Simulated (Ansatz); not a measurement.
# One shape, several levels: singlet OH−

Aim: a comparison of 6 runs (B2PLYP/aug-cc-pVTZ, PBE-QIDH/aug-cc-pVTZ, PBE0/aug-cc-pVTZ, wB97M-V/aug-cc-pVTZ, wB97X/aug-cc-pVTZ, CCSD(T)/aug-cc-pVTZ) of singlet OH−. 

Program for the calculation: Ansatz 0.2.0.

28 further runs of the same task are left out: 28 set aside as unsound or not needed.

## Step 1: The system as given

OH− has 2 atoms, charge -1, and is taken as a singlet. SMILES of the parent species: `[OH]`. Geometry: relaxed at PBE0-D4/def2-TZVP. That shape belongs to the parent species and isn't relaxed for this state.

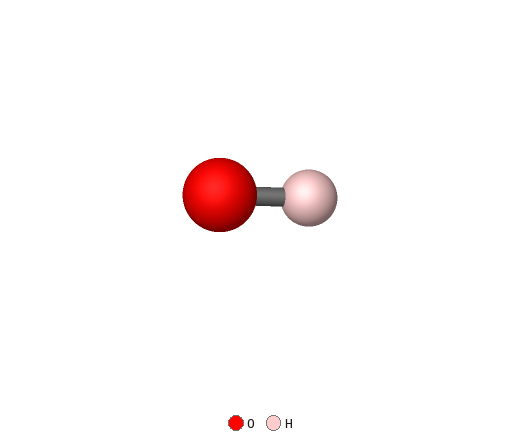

Viewed from a chosen angle; oxygen red, hydrogen pink.

## Step 2: A single-point energy at B2PLYP/aug-cc-pVTZ (run 1)

run.yaml reads:

```yaml
crystal:
  periodic: [false, false, false]
  atoms:
    - symbol: O
      position_ang: [0.415880, -0.133150, 0.214550]
    - symbol: H
      position_ang: [-0.415880, 0.133150, -0.214550]
basis:
  gaussian:
    orbitals: aug-cc-pVTZ
accuracy: high
total_charge: -1
output: {orbitals: {seedname: orbitals}}
correlation:
  frozen_orbitals: {H: 0, O: 1}
magnetization:
  spin_polarized: false
  initial_magnetization: 0
hamiltonian:
  xc: {name: B2PLYP}
```

On the command line:

```bash
$ ansatz run run.yaml --threads 1 --pin off --max-ram 3480MiB --events-out events.jsonl --progress --plain --runs-dir runs
```

Output:

```text
Warning: RAYON_NUM_THREADS=1 ignored (pool sized by the plan → 1); use --threads N
Functional definition: B2PLYP
  name "B2PLYP"
  parameter a = 0.53
  parameter c = 0.27
  exchange = (1 - a)*b88_x + a*exact_x
  correlation = (1 - c)*lyp_c + c*(mp2_os + mp2_ss)
899 factors; integrals over basis functions are off by at most 3.0e-9 eV
mean field evaluation 1: about -2057.4394 eV, gradient 3.5e1 eV
mean field evaluation 2: about -2057.4395 eV, gradient 3.5e1 eV
mean field evaluation 4: about -2059.6101 eV, gradient 3.4e0 eV
mean field evaluation 8: about -2059.6323 eV, gradient 9.1e-2 eV
mean field evaluation 16: about -2059.6323 eV, gradient 7.2e-7 eV
mean field -2059.63234946 eV, -75.6900927737 hartree, gradient 1.9e-8 eV, S^2 0.000000; 0 other end points of the search recorded, 0 dependent functions left out
1 core orbitals not correlated: weight in the atoms' cores, before any rotation towards them, 1.000 or more for the frozen orbitals, at most 0.000 for the correlated occupied ones
reference -2059.63236492 eV, -75.6900933417 hartree; 4, 4 occupied and 64, 64 virtual orbitals, 899 factors
second order -9.70367214 eV of doubles, -0.00000000 eV of singles
Total energy: -2062.25235639 eV, -75.7863762526 hartree
```

Run time: 1.3 s. Hardware: 1 thread of Arm Neoverse V2, shared host; peak memory 0.11 GiB.

## Step 3: A single-point energy at PBE-QIDH/aug-cc-pVTZ (run 2)

in.yaml reads:

```yaml
crystal:
  periodic: [false, false, false]
  atoms:
    - symbol: O
      position_ang: [0.415880, -0.133150, 0.214550]
    - symbol: H
      position_ang: [-0.415880, 0.133150, -0.214550]
basis:
  gaussian:
    orbitals: aug-cc-pVTZ
total_charge: -1
hamiltonian:
  xc: {name: PBE-QIDH}
correlation:
  frozen_orbitals: {H: 0, O: 1}
accuracy: high
output: {orbitals: {seedname: orbitals}}
```

On the command line:

```bash
$ ansatz run in.yaml --threads 1 --pin off --max-ram 3480MiB --events-out events.jsonl --progress --plain --runs-dir runs
```

Output (excerpt; [...] marks lines left out):

```text
Warning: RAYON_NUM_THREADS=1 ignored (pool sized by the plan → 1); use --threads N
Functional definition: PBE-QIDH
  name "PBE-QIDH"
[...]
899 factors; integrals over basis functions are off by at most 3.0e-9 eV
[...]
mean field -2057.93773497 eV, -75.6278168398 hartree, gradient 2.4e-8 eV, S^2 0.000000; 0 other end points of the search recorded, 0 dependent functions left out
1 core orbitals not correlated: weight in the atoms' cores, before any rotation towards them, 1.000 or more for the frozen orbitals, at most 0.000 for the correlated occupied ones
reference -2057.93773570 eV, -75.6278168667 hartree; 4, 4 occupied and 64, 64 virtual orbitals, 899 factors
second order -8.88522838 eV of doubles, -0.00000000 eV of singles
Total energy: -2060.89947849 eV, -75.7366589068 hartree
```

It took 1.2 s on 1 thread of Arm Neoverse V2, shared host; peak memory 0.11 GiB.

Run 3 isn't shown in full; the table further down has it.

## Step 4: A single-point energy at wB97M-V/aug-cc-pVTZ (run 4)

run.yaml reads:

```yaml
crystal:
  periodic: [false, false, false]
  atoms:
    - {symbol: O, position_ang: [0.415880, -0.133150, 0.214550]}
    - {symbol: H, position_ang: [-0.415880, 0.133150, -0.214550]}
basis:
  gaussian: {orbitals: aug-cc-pVTZ}
accuracy: high
total_charge: -1
output: {orbitals: {seedname: orbitals}}
hamiltonian: {xc: {name: wB97M-V}}
magnetization: {spin_polarized: false, initial_magnetization: 0}
```

On the command line:

```bash
$ ansatz run run.yaml --threads 1 --pin off --max-ram 3480MiB --events-out events.jsonl --progress --plain --runs-dir runs
```

Output (excerpt; [...] marks lines left out):

```text
Warning: RAYON_NUM_THREADS=1 ignored (pool sized by the plan → 1); use --threads N
Functional definition: wB97M-V
  name "wB97M-V"
[...]
  gx(w, u) = 1 - cx + cx01*u + cx10*w
  gss(w, u) = css00 + css04*u^4 + css10*w + css20*w^2 + css43*w^4*u^3
  gos(w, u) = cos00 + cos10*w + (cos20 + cos21*u)*w^2 + (cos60 + cos61*u)*w^6
[...]
      + integral(e_c_pw_mod_opposite_spin*gos(b97_w_opposite, b97_u_opposite)) + vv10(b, c)
899 factors; integrals over basis functions are off by at most 3.0e-9 eV
195 factors; integrals over basis functions are off by at most 1.4e-9 eV
[...]
mean field -2062.72952901 eV, -75.8039120228 hartree, gradient 7.2e-8 eV, S^2 0.000000; 0 other end points of the search recorded, 0 dependent functions left out
reference -2062.72953197 eV, -75.8039121315 hartree; 5, 5 occupied and 64, 64 virtual orbitals, 899 factors
Total energy: -2062.72953197 eV, -75.8039121315 hartree
```

Wall time 5.4 s (1 thread of Arm Neoverse V2, shared host); peak memory 0.17 GiB.

Run 5 isn't shown in full; the table further down has it.

## Step 5: A single-point energy at CCSD(T)/aug-cc-pVTZ (run 6)

molecule.yaml reads:

```yaml
crystal:
  periodic: [false, false, false]
  atoms:
    - {symbol: O, position_ang: [0.415880, -0.133150, 0.214550]}
    - {symbol: H, position_ang: [-0.415880, 0.133150, -0.214550]}
basis:
  gaussian:
    orbitals: aug-cc-pVTZ
total_charge: -1
correlation:
  method: ccsd_t
  frozen_orbitals: {H: 0, O: 1}
accuracy: high
scf:
  omitted_lower_state_checks: [cluster_reference, increment]
```

On the command line:

```bash
$ ansatz run molecule.yaml --threads 1 --pin off --max-ram 3480MiB --events-out events.jsonl --progress --plain --runs-dir runs
```

Output:

```text
Warning: RAYON_NUM_THREADS=1 ignored (pool sized by the plan → 1); use --threads N
[... 11 lines left out ...]
1 core orbitals not correlated: weight in the atoms' cores, before any rotation towards them, 1.000 or more for the frozen orbitals, at most 0.000 for the correlated occupied ones
[... 28 lines left out ...]
Total energy: -2060.15774222 eV, -75.7094006015 hartree
Checks for a lower state left out: cluster_reference, increment
```

Run time: 1.3 s. Hardware: 1 thread of Arm Neoverse V2, shared host; peak memory 0.22 GiB.

## Step 6: All runs side by side

```
run                 level  frozen core orbitals  energy (Eh)  HOMO energy (eV)  LUMO energy (eV)  HOMO–LUMO gap (eV)  wall time
  1    B2PLYP/aug-cc-pVTZ                     1   -75.786376             -0.59              4.32                4.91      1.3 s
  2  PBE-QIDH/aug-cc-pVTZ                     1   -75.736659             -1.55              4.56                6.12      1.2 s
  3      PBE0/aug-cc-pVTZ                     –   -75.744383              0.83              4.04                3.21     0.89 s
  4   wB97M-V/aug-cc-pVTZ                     –   -75.803912             -1.68              4.38                6.06      5.4 s
  5     wB97X/aug-cc-pVTZ                     –   -75.808178             -1.78              5.05                6.83      2.9 s
  6   CCSD(T)/aug-cc-pVTZ                     1   -75.709401                 –                 –                   –      1.3 s
```

## Step 7: Summary of results

| quantity | value |
| --- | --- |
| run 6: total energy | -75.70940 Eh |
| run 6: correlation energy (1 core orbital frozen) | -297.7 mEh |
| run 6: (T) correction | -12.44 mEh |
| run 6: T1 diagnostic | 0.022 |

Over runs 1, 2, 3, 4, 5 the HOMO–LUMO gap runs from 3.21 eV (PBE0/aug-cc-pVTZ) to 6.83 eV (wB97X/aug-cc-pVTZ). The empty levels of an anion lie above zero and hang on the basis. Totals of different functionals can't be ranked against each other. In run 3 the HOMO lies above zero, so the outermost electron may be held by the basis alone. All runs together took 13 s, the longest 5.4 s.
